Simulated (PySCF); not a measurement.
# Mn: excitation energy in x2c-TZVPPall plus 1 even-tempered diffuse shell per l

Aim: the excitation energy of manganese from differences of total energies, at each level of theory, and how far each lands from the tabulated value where there is one.

Program: PySCF 2.14.0. Level of theory: unrestricted determinants in a Gaussian basis, no spin-orbit coupling in the energies. These are calculated values, not measurements, unless marked.

## 1. What is computed

| Property | Result |
| --- | --- |
| Element | manganese (Z = 25) |
| Basis | x2c-TZVPPall with one added diffuse shell each of s, p, d, f type (7s6p5d3f1g, 80 functions) |
| Hamiltonian | scalar relativity by spin-free X2C-1e |
| State 1 | Mn: [Ar] 3d4 4s2 4p1, one real determinant (an excited configuration) |
| State 2 | Mn: [Ar] 3d6 4s1, high-spin 6D determinant (an excited configuration) |
| State 3 | Mn: [Ar] 3d4 4s2 5s1, high-spin 6D determinant (an excited configuration) |
| State 4 | Mn: [Ar] 3d4 4s2 5s1, 5s spin antiparallel (an excited configuration) |
| Needed too, but not shown | Mn [Ar] 3d5 4s2 (6S) |
| Methods | CCSD(T) |
| Core shells frozen in the correlated runs | valence: [Ar] (for Mn) |

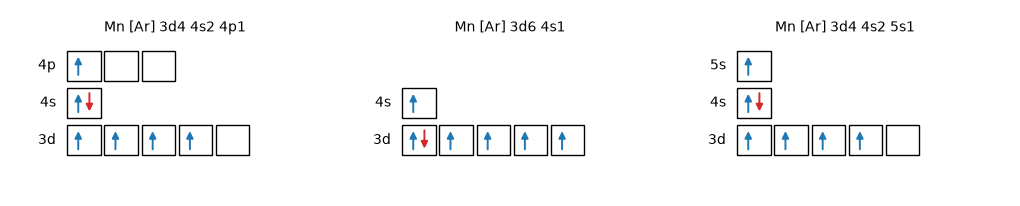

Occupation of the outer shells (arrows by Hund's rule).

One driver process ran all states and methods and kept the integrals in memory. Each run is shown as a PySCF script that sums up its settings (the driver passes frozen orbitals as a list and adds second-order terms of double hybrids); the logs are those of the runs themselves. The driver starts from symmetry-adapted Hartree-Fock orbitals, holds the occupation by maximum overlap and uses a logarithmic radial grid for functionals, so a plain start would take other cycles.

The integrals over 80 functions and the set-up took 0.63 s of CPU time.

## 2. Mn [Ar] 3d4 4s2 4p1: CCSD(T) (valence)

Level: CCSD(T) (valence).

File input.py:

```python
from pyscf import gto, scf, dft, mp, cc
import basis_set_exchange as bse
mol = gto.M(atom="Mn 0 0 0", charge=0, spin=5, symmetry="D2h",
            basis=gto.basis.parse(bse.get_basis("x2c-TZVPPall", elements=["Mn"], fmt="nwchem", augment_diffuse=1)),
            nucmod="G")
mf = scf.UHF(mol).sfx2c1e()
mf.irrep_nelec = {'Ag': (5, 4), 'B1g': (1, 0), 'B2g': (1, 0), 'B3g': (1, 0), 'B1u': (3, 2), 'B2u': (2, 2), 'B3u': (2, 2)}
mf.kernel()
mycc = cc.CCSD(mf, frozen=9).run()
mycc.ccsd_t()
```

The log of the run:

```text
CC2 = 0
CCSD nocc = (np.int64(6), np.int64(1)), nmo = (71, 71)
frozen orbitals [[0, 1, 2, 3, 4, 5, 6, 7, 8], [0, 1, 2, 3, 4, 5, 6, 7, 8]]
max_cycle = 100
direct = 0
conv_tol = 1e-08
conv_tol_normt = 1e-06
diis_space = 8
diis_start_cycle = 0
Init t2, MP2 energy = -0.103793536755186
Init E_corr(UCCSD) = -0.103793536761776
cycle = 1  E_corr(UCCSD) = -0.116397635045469  dE = -0.0126040983  norm(t1,t2) = 0.10105
cycle = 2  E_corr(UCCSD) = -0.122113875816579  dE = -0.00571624077  norm(t1,t2) = 0.0996718
cycle = 3  E_corr(UCCSD) = -0.114668350037822  dE = 0.00744552578  norm(t1,t2) = 0.125773
cycle = 4  E_corr(UCCSD) = -0.119235335883457  dE = -0.00456698585  norm(t1,t2) = 0.0613127
cycle = 5  E_corr(UCCSD) = -0.118860144422087  dE = 0.000375191461  norm(t1,t2) = 0.0503467
cycle = 6  E_corr(UCCSD) = -0.117558283813989  dE = 0.00130186061  norm(t1,t2) = 0.0494751
cycle = 7  E_corr(UCCSD) = -0.118278809267934  dE = -0.000720525454  norm(t1,t2) = 0.0421344
cycle = 8  E_corr(UCCSD) = -0.119937160664451  dE = -0.0016583514  norm(t1,t2) = 0.0355873
cycle = 9  E_corr(UCCSD) = -0.119798711013497  dE = 0.000138449651  norm(t1,t2) = 0.0341627
cycle = 10  E_corr(UCCSD) = -0.120100320778081  dE = -0.000301609765  norm(t1,t2) = 0.0337346
[... 72 lines left out ...]
cycle = 83  E_corr(UCCSD) = -0.121409549578965  dE = 3.65766716e-06  norm(t1,t2) = 0.000217471
cycle = 84  E_corr(UCCSD) = -0.121403971505364  dE = 5.5780736e-06  norm(t1,t2) = 0.000213122
cycle = 85  E_corr(UCCSD) = -0.12140389840897  dE = 7.30963942e-08  norm(t1,t2) = 0.000210079
cycle = 86  E_corr(UCCSD) = -0.121403023630835  dE = 8.74778135e-07  norm(t1,t2) = 0.000209343
cycle = 87  E_corr(UCCSD) = -0.121403658934832  dE = -6.35303997e-07  norm(t1,t2) = 0.000210704
cycle = 88  E_corr(UCCSD) = -0.121402249216221  dE = 1.40971861e-06  norm(t1,t2) = 0.000210469
cycle = 89  E_corr(UCCSD) = -0.121410439895067  dE = -8.19067885e-06  norm(t1,t2) = 0.000215542
cycle = 90  E_corr(UCCSD) = -0.121406366861242  dE = 4.07303382e-06  norm(t1,t2) = 0.000223457
cycle = 91  E_corr(UCCSD) = -0.121401659832272  dE = 4.70702897e-06  norm(t1,t2) = 0.000204899
cycle = 92  E_corr(UCCSD) = -0.121411212371138  dE = -9.55253887e-06  norm(t1,t2) = 0.000235647
[... the stored log ends here ...]
```

It used 22 s of CPU time after the integrals (shared host).

This run did not converge, so its energy enters no difference.

## 3. Mn [Ar] 3d6 4s1, at CCSD(T) (valence)

Level: CCSD(T) (valence).

input.py, as its differences from that of step 2:

```diff
@@ -6,3 +6,3 @@
 mf = scf.UHF(mol).sfx2c1e()
-mf.irrep_nelec = {'Ag': (5, 4), 'B1g': (1, 0), 'B2g': (1, 0), 'B3g': (1, 0), 'B1u': (3, 2), 'B2u': (2, 2), 'B3u': (2, 2)}
+mf.irrep_nelec = {'Ag': (6, 3), 'B1g': (1, 1), 'B2g': (1, 0), 'B3g': (1, 0), 'B1u': (2, 2), 'B2u': (2, 2), 'B3u': (2, 2)}
 mf.kernel()
```

The log of the run:

```text
CC2 = 0
CCSD nocc = (np.int64(6), np.int64(1)), nmo = (71, 71)
frozen orbitals [[0, 1, 2, 3, 4, 5, 6, 7, 8], [0, 1, 2, 3, 4, 5, 6, 7, 8]]
max_cycle = 100
direct = 0
conv_tol = 1e-08
conv_tol_normt = 1e-06
diis_space = 8
diis_start_cycle = 0
Init t2, MP2 energy = -0.162038247413196
Init E_corr(UCCSD) = -0.162038247426863
cycle = 1  E_corr(UCCSD) = -0.158574764458605  dE = 0.00346348297  norm(t1,t2) = 0.0745233
cycle = 2  E_corr(UCCSD) = -0.162833561208604  dE = -0.00425879675  norm(t1,t2) = 0.0286725
cycle = 3  E_corr(UCCSD) = -0.162679988221097  dE = 0.000153572988  norm(t1,t2) = 0.0206343
cycle = 4  E_corr(UCCSD) = -0.163748520912576  dE = -0.00106853269  norm(t1,t2) = 0.0102608
cycle = 5  E_corr(UCCSD) = -0.163896766496522  dE = -0.000148245584  norm(t1,t2) = 0.00405106
cycle = 6  E_corr(UCCSD) = -0.163931328081756  dE = -3.45615852e-05  norm(t1,t2) = 0.00237597
cycle = 7  E_corr(UCCSD) = -0.163946904497418  dE = -1.55764157e-05  norm(t1,t2) = 0.00107195
cycle = 8  E_corr(UCCSD) = -0.163974706563457  dE = -2.7802066e-05  norm(t1,t2) = 0.000691211
cycle = 9  E_corr(UCCSD) = -0.163983354543691  dE = -8.64798023e-06  norm(t1,t2) = 0.000390687
cycle = 10  E_corr(UCCSD) = -0.163982877707684  dE = 4.76836007e-07  norm(t1,t2) = 0.000204581
cycle = 11  E_corr(UCCSD) = -0.163981407530089  dE = 1.47017759e-06  norm(t1,t2) = 0.000103713
cycle = 12  E_corr(UCCSD) = -0.163982014940848  dE = -6.07410759e-07  norm(t1,t2) = 3.33675e-05
cycle = 13  E_corr(UCCSD) = -0.16398196768378  dE = 4.72570678e-08  norm(t1,t2) = 1.90628e-05
cycle = 14  E_corr(UCCSD) = -0.163982043083747  dE = -7.53999669e-08  norm(t1,t2) = 1.03709e-05
cycle = 15  E_corr(UCCSD) = -0.163981992796642  dE = 5.02871056e-08  norm(t1,t2) = 4.76457e-06
cycle = 16  E_corr(UCCSD) = -0.163981941795537  dE = 5.10011048e-08  norm(t1,t2) = 2.66344e-06
cycle = 17  E_corr(UCCSD) = -0.163981908038331  dE = 3.37572061e-08  norm(t1,t2) = 1.36755e-06
cycle = 18  E_corr(UCCSD) = -0.163981880156673  dE = 2.78816573e-08  norm(t1,t2) = 7.44436e-07
cycle = 19  E_corr(UCCSD) = -0.163981866401352  dE = 1.37553212e-08  norm(t1,t2) = 4.671e-07
cycle = 20  E_corr(UCCSD) = -0.163981860176834  dE = 6.22451815e-09  norm(t1,t2) = 3.00613e-07
UCCSD converged
E(UCCSD) = -1157.414178886262  E_corr = -0.163981860176834
UCCSD(T) correction = -0.00762670473648248
```

CPU time 8 s on a shared host, the integrals not counted.

CCSD correlation -0.16398 hartree, triples -0.00763; total -1157.421806. T1 = 0.026, largest double amplitude 0.030.

## 4. Mn [Ar] 3d4 4s2 5s1: CCSD(T) (valence)

Level: CCSD(T) (valence).

input.py, as its differences from that of step 3:

```diff
@@ -6,3 +6,3 @@
 mf = scf.UHF(mol).sfx2c1e()
-mf.irrep_nelec = {'Ag': (6, 3), 'B1g': (1, 1), 'B2g': (1, 0), 'B3g': (1, 0), 'B1u': (2, 2), 'B2u': (2, 2), 'B3u': (2, 2)}
+mf.irrep_nelec = {'Ag': (6, 4), 'B1g': (1, 0), 'B2g': (1, 0), 'B3g': (1, 0), 'B1u': (2, 2), 'B2u': (2, 2), 'B3u': (2, 2)}
 mf.kernel()
```

The log of the run:

```text
CC2 = 0
CCSD nocc = (np.int64(6), np.int64(1)), nmo = (71, 71)
frozen orbitals [[0, 1, 2, 3, 4, 5, 6, 7, 8], [0, 1, 2, 3, 4, 5, 6, 7, 8]]
max_cycle = 100
direct = 0
conv_tol = 1e-08
conv_tol_normt = 1e-06
diis_space = 8
diis_start_cycle = 0
Init t2, MP2 energy = -0.0974630343049207
Init E_corr(UCCSD) = -0.0974630345563958
cycle = 1  E_corr(UCCSD) = -0.107168627408513  dE = -0.00970559285  norm(t1,t2) = 0.0666637
cycle = 2  E_corr(UCCSD) = -0.110348638117765  dE = -0.00318001071  norm(t1,t2) = 0.0436787
cycle = 3  E_corr(UCCSD) = -0.110839832571766  dE = -0.000491194454  norm(t1,t2) = 0.0446077
cycle = 4  E_corr(UCCSD) = -0.111025233658931  dE = -0.000185401087  norm(t1,t2) = 0.047108
cycle = 5  E_corr(UCCSD) = -0.111136468478082  dE = -0.000111234819  norm(t1,t2) = 0.0290397
cycle = 6  E_corr(UCCSD) = -0.110251743996558  dE = 0.000884724482  norm(t1,t2) = 0.0314339
cycle = 7  E_corr(UCCSD) = -0.109399308036712  dE = 0.00085243596  norm(t1,t2) = 0.0253552
cycle = 8  E_corr(UCCSD) = -0.109176399703051  dE = 0.000222908334  norm(t1,t2) = 0.0156601
cycle = 9  E_corr(UCCSD) = -0.109167842608521  dE = 8.55709453e-06  norm(t1,t2) = 0.0185178
cycle = 10  E_corr(UCCSD) = -0.109701279712248  dE = -0.000533437104  norm(t1,t2) = 0.0175361
[... 72 lines left out ...]
cycle = 83  E_corr(UCCSD) = -0.109953895573441  dE = 1.03461211e-06  norm(t1,t2) = 0.0040792
cycle = 84  E_corr(UCCSD) = -0.109964110287253  dE = -1.02147138e-05  norm(t1,t2) = 0.00403584
cycle = 85  E_corr(UCCSD) = -0.109969085380906  dE = -4.97509365e-06  norm(t1,t2) = 0.00373934
cycle = 86  E_corr(UCCSD) = -0.109959885735196  dE = 9.19964571e-06  norm(t1,t2) = 0.00364517
cycle = 87  E_corr(UCCSD) = -0.109995256356166  dE = -3.5370621e-05  norm(t1,t2) = 0.00469069
cycle = 88  E_corr(UCCSD) = -0.110004572015872  dE = -9.31565971e-06  norm(t1,t2) = 0.00370661
cycle = 89  E_corr(UCCSD) = -0.109995834142471  dE = 8.7378734e-06  norm(t1,t2) = 0.00376636
cycle = 90  E_corr(UCCSD) = -0.110025822011538  dE = -2.99878691e-05  norm(t1,t2) = 0.00375711
cycle = 91  E_corr(UCCSD) = -0.110001500040506  dE = 2.4321971e-05  norm(t1,t2) = 0.00473573
cycle = 92  E_corr(UCCSD) = -0.109990701474556  dE = 1.0798566e-05  norm(t1,t2) = 0.00364032
[... the stored log ends here ...]
```

It used 22 s of CPU time after the integrals (shared host).

This run did not converge, so its energy enters no difference.

## 5. Mn [Ar] 3d4 4s2 5s1, s spin flipped: CCSD(T) (valence)

Level: CCSD(T) (valence).

File input.py:

```python
from pyscf import gto, scf, dft, mp, cc
import basis_set_exchange as bse
mol = gto.M(atom="Mn 0 0 0", charge=0, spin=3, symmetry="D2h",
            basis=gto.basis.parse(bse.get_basis("x2c-TZVPPall", elements=["Mn"], fmt="nwchem", augment_diffuse=1)),
            nucmod="G")
mf = scf.UHF(mol).sfx2c1e()
mf.irrep_nelec = {'Ag': (5, 5), 'B1g': (1, 0), 'B2g': (1, 0), 'B3g': (1, 0), 'B1u': (2, 2), 'B2u': (2, 2), 'B3u': (2, 2)}
mf.kernel()
mycc = cc.CCSD(mf, frozen=9).run()
mycc.ccsd_t()
```

The log of the run:

```text
CC2 = 0
CCSD nocc = (np.int64(5), np.int64(2)), nmo = (71, 71)
frozen orbitals [[0, 1, 2, 3, 4, 5, 6, 7, 8], [0, 1, 2, 3, 4, 5, 6, 7, 8]]
max_cycle = 100
direct = 0
conv_tol = 1e-08
conv_tol_normt = 1e-06
diis_space = 8
diis_start_cycle = 0
Init t2, MP2 energy = -0.0958863181752074
Init E_corr(UCCSD) = -0.0958863181829593
cycle = 1  E_corr(UCCSD) = -0.105574238641759  dE = -0.00968792046  norm(t1,t2) = 0.192406
cycle = 2  E_corr(UCCSD) = -0.10944285989008  dE = -0.00386862125  norm(t1,t2) = 0.837265
cycle = 3  E_corr(UCCSD) = -0.108261511675398  dE = 0.00118134821  norm(t1,t2) = 4.52102
cycle = 4  E_corr(UCCSD) = -0.109232070118012  dE = -0.000970558443  norm(t1,t2) = 0.125878
cycle = 5  E_corr(UCCSD) = -0.10934504328571  dE = -0.000112973168  norm(t1,t2) = 0.0666601
cycle = 6  E_corr(UCCSD) = -0.109423132596919  dE = -7.80893112e-05  norm(t1,t2) = 0.106863
cycle = 7  E_corr(UCCSD) = -0.109611297708286  dE = -0.000188165111  norm(t1,t2) = 0.0519915
cycle = 8  E_corr(UCCSD) = -0.109809554424386  dE = -0.000198256716  norm(t1,t2) = 0.0870359
cycle = 9  E_corr(UCCSD) = -0.109823998178901  dE = -1.44437545e-05  norm(t1,t2) = 0.049204
cycle = 10  E_corr(UCCSD) = -0.109586823647743  dE = 0.000237174531  norm(t1,t2) = 0.0491698
[... 72 lines left out ...]
cycle = 83  E_corr(UCCSD) = -0.109012365386906  dE = -7.89153411e-08  norm(t1,t2) = 0.0109216
cycle = 84  E_corr(UCCSD) = -0.109013838958089  dE = -1.47357118e-06  norm(t1,t2) = 0.0147324
cycle = 85  E_corr(UCCSD) = -0.109012356924087  dE = 1.482034e-06  norm(t1,t2) = 0.0118969
cycle = 86  E_corr(UCCSD) = -0.109005126804474  dE = 7.23011961e-06  norm(t1,t2) = 0.0113765
cycle = 87  E_corr(UCCSD) = -0.108996334127527  dE = 8.79267695e-06  norm(t1,t2) = 0.00925184
cycle = 88  E_corr(UCCSD) = -0.109003683797608  dE = -7.34967008e-06  norm(t1,t2) = 0.0136458
cycle = 89  E_corr(UCCSD) = -0.109006083877535  dE = -2.40007993e-06  norm(t1,t2) = 0.0413374
cycle = 90  E_corr(UCCSD) = -0.109005951955598  dE = 1.31921937e-07  norm(t1,t2) = 0.0398096
cycle = 91  E_corr(UCCSD) = -0.10900603633721  dE = -8.43816124e-08  norm(t1,t2) = 0.0111604
cycle = 92  E_corr(UCCSD) = -0.109006921891867  dE = -8.85554657e-07  norm(t1,t2) = 0.0169194
[... the stored log ends here ...]
```

CPU time 21 s on a shared host, the integrals not counted.

This run did not converge, so its energy enters no difference.

## 6. Differences of total energies

Excitation energy: Mn [Ar] 3d5 4s2 (6S) → Mn [Ar] 3d6 4s1 (6D).

```csv
method,value (eV),error (eV)
UHF,3.382,+1.237
MP2 (valence),2.260,+0.115
SCS-MP2 (valence),2.266,+0.121
CCSD (valence),2.590,+0.444
CCSD(T) (valence),2.496,+0.351
```

Reference: 2.145 eV (measured; NIST levels, between the centres of gravity of the two terms). Errors of the correlated levels include the incompleteness of this basis.

The differences also use runs on Mn [Ar] 3d5 4s2 (6S), which are not shown here. The runs at UHF, MP2 (valence) are not shown; their differences are listed all the same.

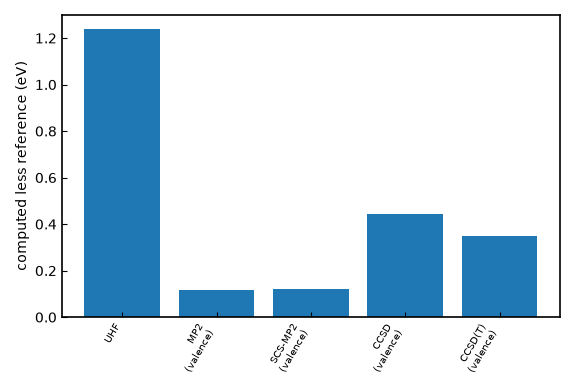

Computed less reference values by method.

## 7. Outcome

```
                            quantity                                                   value
excitation energy, Mn → [Ar] 3d6 4s1  UHF 3.382, CCSD(T) (valence) 2.496 eV; reference 2.145
```

Each level's miss (mean over 1 difference):

```
           method  mean absolute miss against the measured value (with the measured fine structure taken into account where it is known) (eV)
              UHF                                                                                                                       1.237
    MP2 (valence)                                                                                                                       0.115
SCS-MP2 (valence)                                                                                                                       0.121
   CCSD (valence)                                                                                                                       0.444
CCSD(T) (valence)                                                                                                                       0.351
```

What this shows: MP2 (valence) lands nearest to the measured value (off by 0.11 eV), level with SCS-MP2 (valence); UHF misses by most (1.24 eV). In a finite basis a lower level can come nearest by cancelling errors. All values hold for this basis alone; no basis-set limit was taken.
